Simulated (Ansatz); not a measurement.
## Electronic structure of CHSi2 (doublet) in real space

```yaml
atoms:
  - { symbol: C, position_ang: [-0.0876, 0.0343, 0.4162] }
  - { symbol: Si, position_ang: [0.3253, -0.0020, -1.2345] }
  - { symbol: Si, position_ang: [-0.0997, -0.0127, 2.1081] }
  - { symbol: H, position_ang: [-0.8078, 0.2604, -2.1947] }
```

Geometry: B3LYP-D4/def2-TZVP.

Level of theory: isolated molecule in a Gaussian basis; Kohn-Sham density functional theory, functional PBE0 in Ansatz.

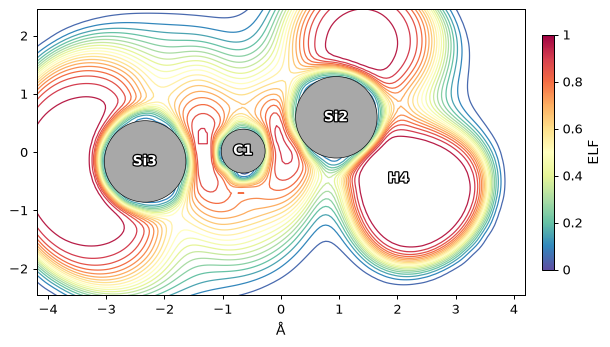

Figure 1. Electron localisation function on the molecular plane. Grey discs cover the atomic cores.

**What do the fields say about this system?**

The plane passes through C, Si and H nuclei.
C–Si (1.69 Å): the ELF peaks at about 0.90 between the atoms; localised, covalent bonding.
Si–H (1.51 Å): the ELF climbs to about 1 towards the hydrogen, as it does in any bond to H.
The ELF also peaks beside Si3 and Si2, away from the bonds: non-bonding electrons, paired or unpaired.

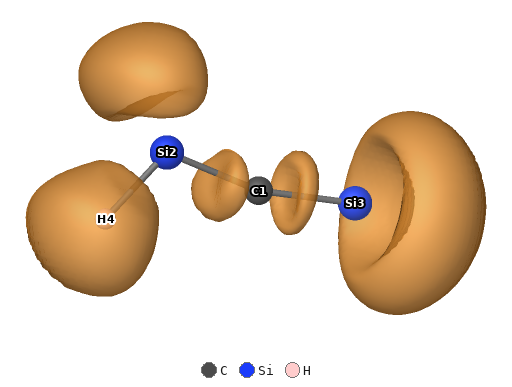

Figure 2. Isosurface of the electron localisation function at 0.85 (orange), seen at a tilt. Only the valence region is drawn (cores and ρ < 0.01 e/Å³ removed).

**Describe the localisation domains.**

The surface consists of two regions between bonded C–Si atoms (shared pairs), one region around a hydrogen nucleus and two lobes on Si, pointing away from the bonds (non-bonding electrons).

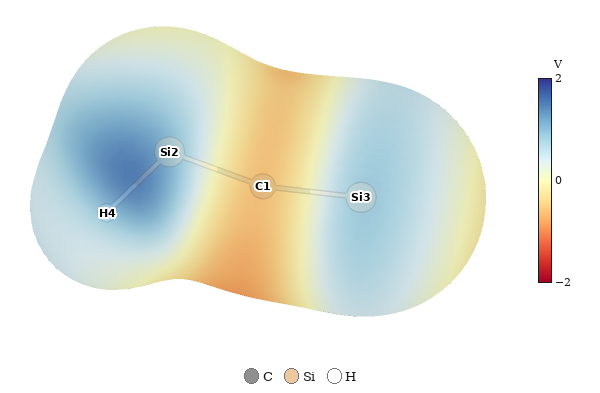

Figure 3. The molecular electrostatic potential painted on the density surface at 0.002 e/bohr³, seen across its widest extent; the colour scale runs from red (negative) to blue (positive).

**Which sites attract a positive test charge, and which a negative one?**

A positive charge is drawn to the negative regions and a negative charge to the positive ones. The most negative region (about −0.9 V) lies over C1, the most positive (about +1.6 V) over Si2.

**How polar is the molecule by this calculation?**

Its dipole moment is 0.79 D.

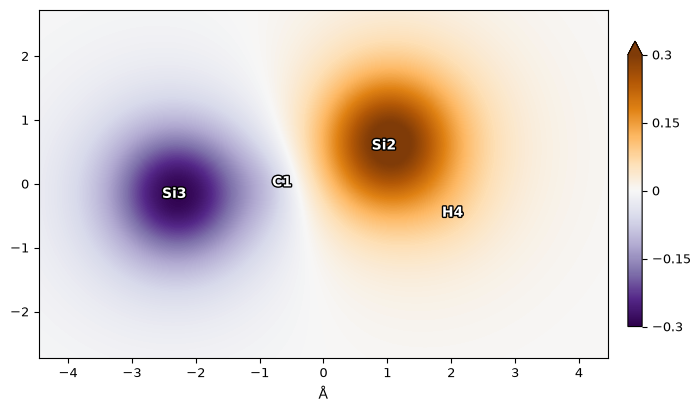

Figure 4. One frontier orbital on a plane 0.8 Å above the molecular plane (values in Å⁻³ᐟ²; the overall sign is arbitrary).

**Which orbital is it: HOMO (α) or LUMO (α)?**

The LUMO (α), at −2.99 eV. Its weight (Hirshfeld) is mainly on Si2 (about 50 %), Si3 (about 40 %) and C1 (about 5 %); it changes sign across the molecular plane (π type).
